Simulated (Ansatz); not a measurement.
# CH3BFN (SMILES N=CBF): one structure at several levels

The atoms stand at a structure displaced at random from a GFN2-xTB minimum. How far do the functionals agree with CCSD(T) there?

Computed with Ansatz 0.2.0, Gaussian basis. Level: single points in def2-TZVPP.

Cores are frozen in the correlated methods.

**1. The system as given**

SMILES `N=CBF`, 7 atoms, charge 0, spin multiplicity 1.

Atoms are counted from 1 here; the program's logs count them from 0.

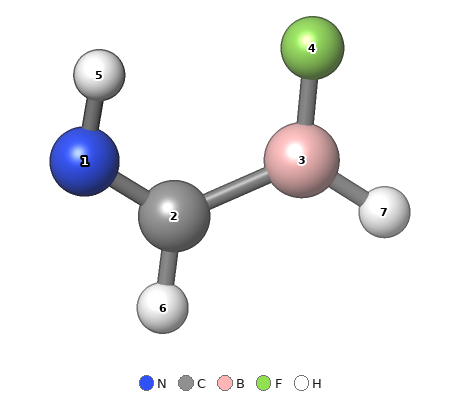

Start geometry, drawn with nitrogen blue, carbon grey, boron pink, fluorine green, hydrogen white; atoms are numbered from 1 in the order of the file.

Coordinates:

```xyz
7
charge 0, multiplicity 1
N     0.47650    1.04510   -1.05070
C    -0.10600    0.72850    0.00890
B    -0.24140   -0.77120    0.57920
F     0.29270   -1.74140   -0.12850
H     0.92890    0.25250   -1.52940
H    -0.54420    1.54400    0.56290
H    -0.75280   -1.04790    1.57670
```

**2. CCSD(T)/def2-TZVPP**

Input file run/in.yaml:

```yaml
crystal:
  periodic: [false, false, false]
  atoms:
    - {symbol: N, position_ang: [0.476500, 1.045100, -1.050700]}
    - {symbol: C, position_ang: [-0.106000, 0.728500, 0.008900]}
    - {symbol: B, position_ang: [-0.241400, -0.771200, 0.579200]}
    - {symbol: F, position_ang: [0.292700, -1.741400, -0.128500]}
    - {symbol: H, position_ang: [0.928900, 0.252500, -1.529400]}
    - {symbol: H, position_ang: [-0.544200, 1.544000, 0.562900]}
    - {symbol: H, position_ang: [-0.752800, -1.047900, 1.576700]}
basis:
  gaussian: {orbitals: def2-TZVPP}
correlation: {method: ccsd_t}
output: {forces: true}
```

The command line of these runs was not kept.

**3. PBE0-D4/def2-TZVPP**

run/in.yaml: that of step 2 with these lines changed.

```diff
@@ -12,3 +12,3 @@
   gaussian: {orbitals: def2-TZVPP}
-correlation: {method: ccsd_t}
-output: {forces: true}
+hamiltonian: {xc: pbe0, dispersion: d4}
+output: {forces: true, orbitals: {seedname: orbitals}}
```

**4. wB97M-V/def2-TZVPP**

run/in.yaml: that of step 3 with these lines changed.

```diff
@@ -12,3 +12,3 @@
   gaussian: {orbitals: def2-TZVPP}
-hamiltonian: {xc: pbe0, dispersion: d4}
-output: {forces: true, orbitals: {seedname: orbitals}}
+hamiltonian: {xc: {name: wB97M-V}}
+output: {forces: true}
```

**5. r2SCAN-D4/def2-TZVPP**

run/in.yaml: that of step 4 with these lines changed.

```diff
@@ -12,3 +12,3 @@
   gaussian: {orbitals: def2-TZVPP}
-hamiltonian: {xc: {name: wB97M-V}}
+hamiltonian: {xc: r2scan, dispersion: d4}
 output: {forces: true}
```

**6. PBE-D4/def2-TZVPP**

run/in.yaml: that of step 5 with these lines changed.

```diff
@@ -12,3 +12,3 @@
   gaussian: {orbitals: def2-TZVPP}
-hamiltonian: {xc: r2scan, dispersion: d4}
+hamiltonian: {xc: pbe, dispersion: d4}
 output: {forces: true}
```

**7. r2SCANh-D4/def2-TZVPP**

run/in.yaml: that of step 6 with these lines changed.

```diff
@@ -12,3 +12,3 @@
   gaussian: {orbitals: def2-TZVPP}
-hamiltonian: {xc: pbe, dispersion: d4}
+hamiltonian: {xc: {name: r2SCANh}, dispersion: d4}
 output: {forces: true}
```

**8. HSE06-D4/def2-TZVPP**

run/in.yaml: that of step 7 with these lines changed.

```diff
@@ -12,3 +12,3 @@
   gaussian: {orbitals: def2-TZVPP}
-hamiltonian: {xc: {name: r2SCANh}, dispersion: d4}
+hamiltonian: {xc: hse06, dispersion: d4}
 output: {forces: true}
```

(Steps that only read results are left out.)

**Question.** What will these runs give? Wanted: energy less free atoms, CCSD(T)/def2-TZVPP; RMS force component; RMS force error; HOMO and LUMO, PBE0-D4; T1 diagnostic.

The runs gave:

| quantity | value |
| --- | --- |
| energy less free atoms, CCSD(T)/def2-TZVPP | -2715.1 kJ/mol |
| RMS force component | 0.722 to 0.972 eV/Å over the methods |
| RMS force error | PBE0-D4 0.330, wB97M-V 0.304, r2SCAN-D4 0.234, PBE-D4 0.217, r2SCANh-D4 0.301, HSE06-D4 0.325 eV/Å |
| HOMO and LUMO, PBE0-D4 | -7.44 and -2.30 eV |
| T1 diagnostic | 0.013 |

**Reading.** Against CCSD(T) the functionals' energies less atoms differ by -178.6 to -64.2 kJ/mol, PBE-D4 by -178.6 kJ/mol. A larger basis would deepen the CCSD(T) value, while the functionals are nearly converged already, so the order here is not reliable. On forces the order runs from PBE-D4 to PBE0-D4. Frozen-core CCSD(T) forces in triple zeta carry basis errors of their own, and this is one geometry, so small gaps rank nothing. The restricted Hartree–Fock reference is unstable towards an unrestricted one at one or more of these structures.
